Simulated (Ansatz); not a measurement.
**F₂H₂HfO₂: density, localisation and related maps**

The calculation's input:

```
crystal:
  periodic: [false, false, false]
  atoms:
    - { symbol: Hf, position_ang: [0.0, 0.0, 0.0] }
    - { symbol: O, position_ang: [0.0, 0.0, 2.07] }
    - { symbol: H, position_ang: [-0.9095, -0.2814, 2.4071] }
    - { symbol: F, position_ang: [1.8671, 0.0, -0.6593] }
    - { symbol: O, position_ang: [-0.975, 1.6891, -0.6893] }
    - { symbol: H, position_ang: [-1.9328, 1.4584, -0.9117] }
    - { symbol: F, position_ang: [-0.9326, -1.6157, -0.6593] }
basis:
  gaussian: { orbitals: def2-SVP }
hamiltonian:
  xc: pbe
relax:
  f_tol: 0.02
  max_steps: 40
output:
  orbitals: {}
```

Run with:

```sh
ansatz run input.yaml --threads 1 --pin off --max-ram 2048MiB --backend cpu --events-out ev --progress --plain --runs-dir out
```

The fields are those of the run's last geometry, not of the input's.

Core potentials replace the inner electrons of Hf.

Method: Ansatz, RKS PBE/def2-SVP.

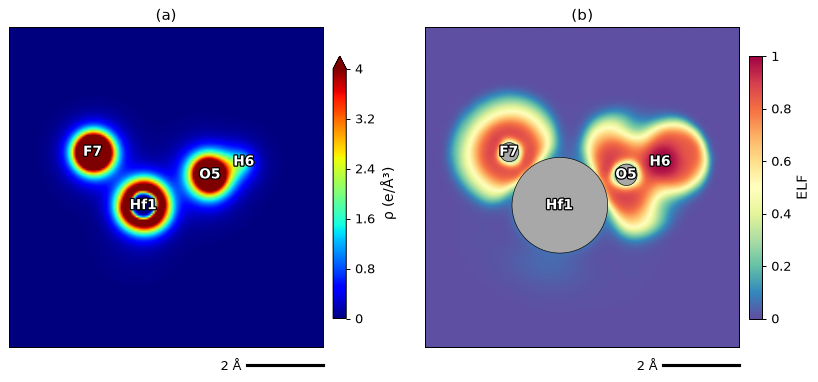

Figure 1. (a) electron density; (b) ELF on the plane of atoms O5, Hf1 and F7. Grey discs cover the atomic cores in the ELF map.

**Describe what can be read from this map.**

- The section cuts through Hf, O, H and F sites.
- Hf–O (1.93 Å): ρ is about 0.84 e/Å³ halfway; the ELF peaks at about 0.80 in the valence shell of O, 0.6 Å from its nucleus, and drops to about 0.15 between the two atoms.
- Hf–F (1.93 Å): ρ at the midpoint is about 0.84 e/Å³; the ELF peaks at about 0.85 in the valence shell of F, 0.5 Å from its nucleus, and drops to about 0.20 between the two atoms.
- O–H (0.96 Å): ρ is about 3.6 e/Å³ halfway; the ELF climbs to about 1 towards the hydrogen, as it does in any bond to H: a covalent bond by its length.

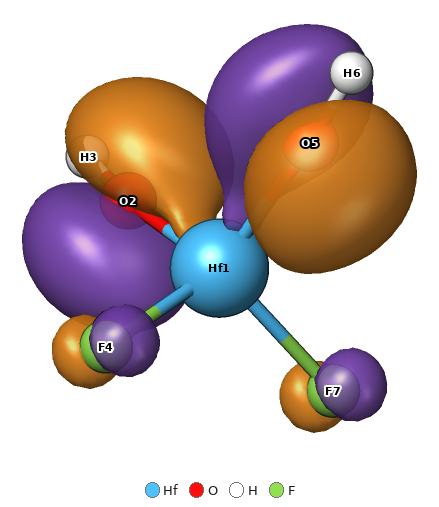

Figure 2. The HOMO at ±0.1 Å⁻³ᐟ² (orange and purple are the two phases), seen at an oblique angle.

**What is the character of this orbital?**

Its weight (Hirshfeld) is mainly on O2 (about 40 %) and O5 (about 40 %); largely a combination of lone pairs on O2 and O5. Its energy is −7.57 eV.
